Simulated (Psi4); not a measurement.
# PBE0/6-31G(d) (spherical functions) run of C2F4 (tetrafluoroethylene)

What is the vertical singlet–triplet gap of C2F4 (tetrafluoroethylene) at PBE0/6-31G* (spherical functions)? 

Program for the calculation: Psi4 1.11.

### 1 The molecule

C2F4: 6 atoms, total charge 0, spin state singlet. As SMILES, `FC(F)=C(F)F`. Geometry: relaxed at PBE0-D4/def2-TZVP.

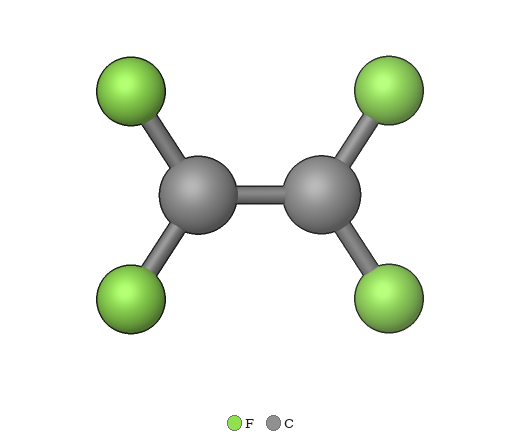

The structure, seen from a chosen angle (fluorine green, carbon grey).

### 2 Energy and gradient at PBE0/6-31G(d) (spherical functions)

Contents of c2f4.in:

```
memory 1600 mb

molecule geom {
  0 1
  F      1.169200    -1.134500    -0.708000
  C      0.202500    -0.640200     0.025700
  F     -0.337500    -1.520600     0.832300
  C     -0.188400     0.618800    -0.041100
  F      0.351500     1.499300    -0.847600
  F     -1.155200     1.113100     0.692600
  symmetry c1
  no_reorient
  no_com
}

set {
  puream               true
  e_convergence        1e-09
  d_convergence        1e-08
  scf_type             pk
  dft_radial_points    99
  dft_spherical_points 590
}

e_tot = gradient("pbe0/6-31G*")
print_variables()
```

On the command line:

```sh
$ psi4 -n 1 c2f4.in c2f4.out
```

c2f4.out, shortened:

```text
[...]
  Running in c1 symmetry.
[...]
  Nuclear repulsion =  245.555220689731556
[...]
  Multiplicity = 1
[...]
  Nalpha       = 24
  Nbeta        = 24
[...]
    Number of basis functions: 84
[...]
   @RKS iter   1:  -475.00383373592109   -9.31922e-02   4.14248e-03 DIIS/ADIIS
[...]
   @RKS iter  10:  -475.04229955514995   -2.04636e-12   2.77764e-09 DIIS
[...]
    Orbital Energies [Eh]
    ---------------------
    Doubly Occupied:
       1A    -24.832949     2A    -24.832887     3A    -24.832878
       4A    -24.832854     5A    -10.408991     6A    -10.408097
       7A     -1.342783     8A     -1.327976     9A     -1.283202
      10A     -1.272135    11A     -0.827137    12A     -0.680613
      13A     -0.635490    14A     -0.627920    15A     -0.582387
      16A     -0.573378    17A     -0.528262    18A     -0.500176
      19A     -0.474890    20A     -0.469697    21A     -0.464430
      22A     -0.457739    23A     -0.445147    24A     -0.259667
[...]
  @RKS Final Energy:  -475.04229955514995
   => Energetics <=
    Nuclear Repulsion Energy =            245.5552206897315557
    One-Electron Energy =               -1147.1451936833657328
    Two-Electron Energy =                 466.1864953656456123
    DFT Exchange-Correlation Energy =     -39.6388219271613522
    Empirical Dispersion Energy =           0.0000000000000000
    VV10 Nonlocal Energy =                  0.0000000000000000
    Total Energy =                       -475.0422995551499525
[...]
 Multipole Moments:
 ------------------------------------------------------------------------------------
     Multipole            Electronic (a.u.)      Nuclear  (a.u.)        Total (a.u.)
 ------------------------------------------------------------------------------------
 L = 1.  Multiply by 2.5417464519 to convert [e a0] to [Debye]
 Dipole X            :         -0.6359146            0.6360818            0.0001672
 Dipole Y            :          0.9687828           -0.9688626           -0.0000798
 Dipole Z            :          0.6966198           -0.6967420           -0.0001222
 Magnitude           :                                                    0.0002219
[...]
  -Total Gradient:
     Atom            X                  Y                   Z
    ------   -----------------  -----------------  -----------------
       1       -0.005145169872     0.001219613937     0.004384892190
       2        0.000037116839    -0.000026890348    -0.000017516735
       3        0.003663131437     0.003444273738    -0.004604963105
       4        0.000030924257    -0.000001824935    -0.000033143889
       5       -0.003685253631    -0.003451175587     0.004629799534
       6        0.005099303462    -0.001183987775    -0.004359115269
[...]
```

Wall time 11 s (1 thread of Intel Xeon 6975P-C (Granite Rapids), shared host); peak memory 0.98 GiB.

### 3 The triplet, same level

Contents of calc.dat:

```
memory 1.6 GB

molecule molecule1 {
  0 3
  F
  C 1 R2
  F 2 R3 1 A3
  C 2 R4 1 A4 3 D4
  F 4 R5 2 A5 1 D5
  F 4 R6 5 A6 2 D6

  R2 = 1.310403
  R3 = 1.310461
  A3 = 113.27803
  R4 = 1.31998
  A4 = 123.36136
  D4 = -179.99481
  R5 = 1.310425
  A5 = 123.36791
  D5 = -0.00722
  R6 = 1.310477
  A6 = 113.2713
  D6 = 179.99658
  symmetry c1
}

set basis 6-31G*
set reference uks
set puream true
set e_convergence 1e-09
set d_convergence 1e-08
set scf_type pk
set dft_radial_points 99
set dft_spherical_points 590
set maxiter 100

energy_value, wavefunction = gradient("pbe0", return_wfn=True)
oeprop(wavefunction, "MAYER_INDICES", "LOWDIN_CHARGES", "MULLIKEN_CHARGES", title="PBE0")
```

On the command line:

```sh
$ psi4 -n 1 calc.dat calc.out
```

calc.out, shortened:

```text
[...]
  Running in c1 symmetry.
[...]
  Nuclear repulsion =  245.555227630409746
[...]
  Multiplicity = 3
[...]
  Nalpha       = 25
  Nbeta        = 23
[...]
    Number of basis functions: 84
[...]
   @UKS iter   1:  -474.83290098279025    7.77412e-02   3.59965e-03 ADIIS/DIIS
[...]
   @UKS iter  11:  -474.86819101141543   -1.77920e-11   7.73373e-09 DIIS
[...]
   @S^2 Observed:                2.006355672E+00
[...]
  @UKS Final Energy:  -474.86819101141543
   => Energetics <=
    Nuclear Repulsion Energy =            245.5552276304097461
    One-Electron Energy =               -1147.1535266850437438
    Two-Electron Energy =                 466.4155841771669770
    DFT Exchange-Correlation Energy =     -39.6854761339483701
    Empirical Dispersion Energy =           0.0000000000000000
    VV10 Nonlocal Energy =                  0.0000000000000000
    Total Energy =                       -474.8681910114154334
[...]
 Multipole Moments:
 ------------------------------------------------------------------------------------
     Multipole            Electronic (a.u.)      Nuclear  (a.u.)        Total (a.u.)
 ------------------------------------------------------------------------------------
 L = 1.  Multiply by 2.5417464519 to convert [e a0] to [Debye]
 Dipole X            :         -0.0000224            0.0000084           -0.0000140
 Dipole Y            :          0.0000141           -0.0000045            0.0000096
 Dipole Z            :         -0.0001611           -0.0000547           -0.0002158
 Magnitude           :                                                    0.0002165
[...]
  -Total Gradient:
     Atom            X                  Y                   Z
    ------   -----------------  -----------------  -----------------
       1        0.000014405419    -0.010675795279     0.013245907831
       2       -0.000048557165     0.184767371098     0.121607714023
       3        0.000002842216     0.007898334506    -0.015020895807
       4        0.000041324144    -0.184754712975    -0.121699825396
       5       -0.000011520542    -0.007923231838     0.015048503799
       6        0.000001509442     0.010688069849    -0.013181466657
[...]
```

Run time: 15 s. Hardware: 1 thread of Intel Xeon 6975P-C (Granite Rapids), shared host; peak memory 0.98 GiB.

### 4 Outcome

At PBE0/6-31G* (spherical functions):

| quantity | value |
| --- | --- |
| singlet: total energy | -475.04230 Eh |
| singlet: dipole moment | 0.00 D |
| singlet: HOMO energy | -7.07 eV |
| singlet: LUMO energy | 1.29 eV |
| singlet: HOMO–LUMO gap | 8.36 eV |
| singlet: largest force on an atom | 0.353 eV/Å |
| triplet: total energy | -474.86819 Eh |
| triplet: dipole moment | 0.00 D |
| triplet: HOMO energy (highest over α and β) | -2.30 eV |
| triplet: ⟨S²⟩ | 2.006 |
| triplet: largest force on an atom | 11.376 eV/Å |
| vertical energy of the triplet above the singlet | 4.738 eV |

What this shows: At this shape the triplet lies 4.74 eV (109 kcal/mol) above the singlet. The largest force (singlet) is 0.35 eV/Å: the shape isn't a stationary point for this species at this level. Mulliken charges (triplet) run from -0.26 on F6 to +0.51 on C2.
